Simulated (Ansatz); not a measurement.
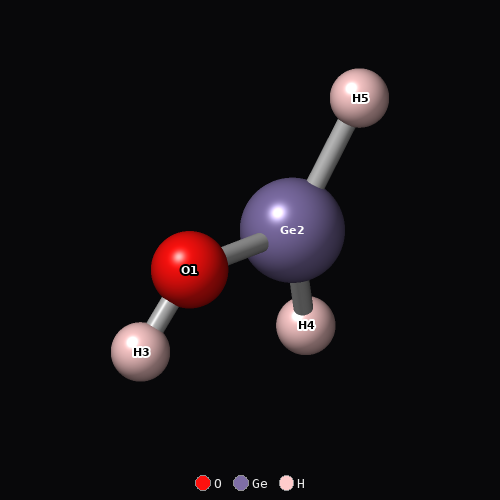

The system is GeH3O, SMILES [OH][GeH2+], charge +1; the picture shows the reference structure. 
- Coordinates scanned: (1) bond length Ge2–H4; (2) angle H4–Ge2–H5.
- Nothing is relaxed (all other coordinates rigid).
- The grid has 15 × 15 points.
- Points are written as (first, second).
- Energies are in eV, from the lowest grid point.
- These are results of RKS PBE0-D4/def2-TZVP in Ansatz, not measurements.

Its coordinates:

```tsv
atom	x (Å)	y (Å)	z (Å)
O	0.8231	-0.5447	0.6656
Ge	-0.2267	0.4087	-0.2654
H	0.6116	-1.4743	0.8337
H	-1.4965	-0.2170	-0.8268
H	0.2886	1.8273	-0.4070
```

Range: bond length Ge2–H4 from 1.340 to 1.904 Å; angle H4–Ge2–H5 from 84.3 to 174.3°.

Q: Predict the map.

A: The lowest grid point is at (1.541 Å, 129.3°). No other kind of well shows on this grid. The highest grid point, (1.904 Å, 174.3°), lies 2.12 eV above the lowest. Round the minimum the two coordinates are nearly uncoupled.

```csv
"angle H4–Ge2–H5 ↓, bond length Ge2–H4 →",1.340,1.380,1.421,1.461,1.501,1.541,1.582,1.622,1.662,1.702,1.743,1.783,1.823,1.863,1.904
174.3,1.88,1.71,1.59,1.51,1.48,1.47,1.49,1.53,1.58,1.65,1.73,1.82,1.92,2.02,2.12
167.9,1.46,1.29,1.17,1.10,1.06,1.05,1.07,1.11,1.17,1.24,1.33,1.42,1.52,1.63,1.74
161.5,1.12,0.95,0.83,0.75,0.72,0.71,0.74,0.78,0.84,0.91,1.00,1.10,1.20,1.31,1.43
155.0,0.84,0.67,0.55,0.48,0.45,0.44,0.47,0.51,0.58,0.65,0.75,0.85,0.95,1.07,1.19
148.6,0.64,0.47,0.35,0.28,0.25,0.24,0.27,0.32,0.38,0.46,0.56,0.66,0.77,0.88,1.01
142.2,0.50,0.33,0.21,0.14,0.11,0.11,0.13,0.18,0.25,0.33,0.43,0.53,0.64,0.76,0.89
135.7,0.42,0.25,0.13,0.06,0.03,0.03,0.05,0.10,0.17,0.25,0.35,0.45,0.57,0.68,0.81
129.3,0.40,0.23,0.11,0.04,0.00,0.00,0.03,0.07,0.14,0.22,0.32,0.43,0.54,0.66,0.78
122.9,0.43,0.26,0.13,0.06,0.03,0.03,0.05,0.10,0.16,0.25,0.34,0.45,0.56,0.68,0.80
116.5,0.51,0.34,0.22,0.14,0.11,0.10,0.12,0.17,0.23,0.31,0.41,0.51,0.62,0.74,0.86
110.0,0.65,0.47,0.35,0.27,0.24,0.23,0.25,0.29,0.36,0.43,0.53,0.63,0.73,0.85,0.97
103.6,0.84,0.66,0.54,0.46,0.42,0.41,0.43,0.47,0.53,0.60,0.69,0.79,0.89,1.00,1.12
97.2,1.08,0.91,0.78,0.70,0.65,0.64,0.66,0.69,0.75,0.82,0.90,0.99,1.09,1.20,1.31
90.7,1.39,1.21,1.08,1.00,0.95,0.94,0.95,0.98,1.03,1.10,1.17,1.26,1.35,1.45,1.56
84.3,1.75,1.57,1.44,1.35,1.31,1.29,1.29,1.32,1.37,1.43,1.50,1.58,1.67,1.76,1.86
```

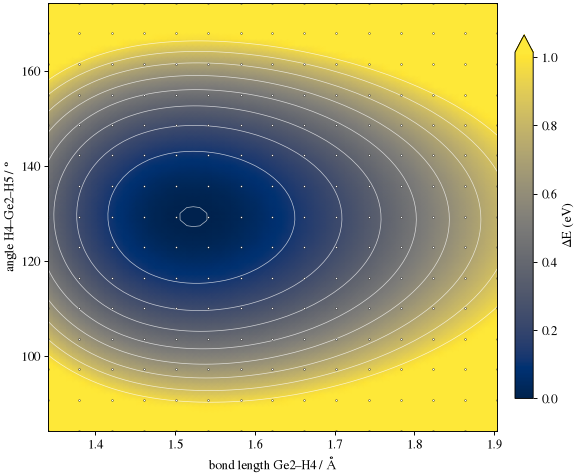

The picture shows a smooth colour map with a few white contour lines, dots at the grid points, one colour for all values above the top of the scale. Between grid points the surface is interpolated.

The whole map (225 points run) took 9.5 min on 1 thread of Intel(R) Xeon(R) Platinum 8259CL CPU @ 2.50GHz (Skylake/Cascade Lake) (shared host).
